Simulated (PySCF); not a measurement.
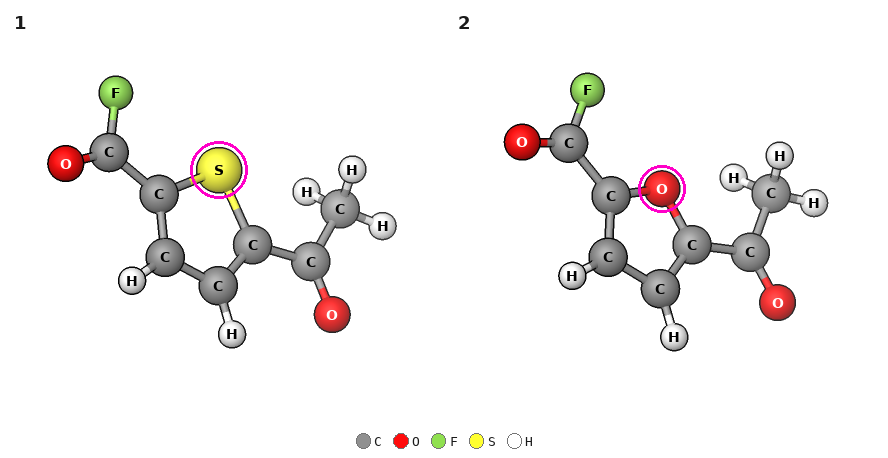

2 molecules with one skeleton, seen from the same side and at one scale; the atom that differs is circled. Each species is neutral and a spin singlet. Computed geometries: GFN2-xTB optimisations, one conformation each. Properties computed with PySCF 2.14.0.

One atom differs, called X below: S in panel 1, O in panel 2. Their formulas are C7H5FO2S (`CC(=O)c1ccc(C(=O)F)s1`), C7H5FO3 (`CC(=O)c1ccc(C(=O)F)o1`).

### In which is the Hirshfeld charge of X higher (PBE0/pcSseg-1)?

In panel 1 (X = S).

### In which is the mean GIAO shielding of the 2 C atoms bonded to X larger (PBE0/pcSseg-1)?

In panel 1 (X = S).

Give the values. With GFN2-xTB: mean length of X–C (Å), angle C–X–C (°). With PBE0/pcSseg-1: dipole moment (D), HOMO energy (Kohn–Sham orbital) (eV), HOMO–LUMO gap (eV), Hirshfeld charge of X (e), mean GIAO shielding of the 2 C atoms bonded to X (ppm).

```tsv
quantity	1 (S)	2 (O)	2 − 1
mean length of X–C (Å)	1.726	1.343	−0.383
angle C–X–C (°)	90.9	107.4	+16.5
dipole moment (D)	2.00	1.15	−0.85
HOMO energy (Kohn–Sham orbital) (eV)	−8.05	−7.95	+0.10
HOMO–LUMO gap (eV)	5.01	5.14	+0.13
Hirshfeld charge of X (e)	0.15	−0.03	−0.18
mean GIAO shielding of the 2 C atoms bonded to X (ppm)	37.8	32.7	−5.1
```
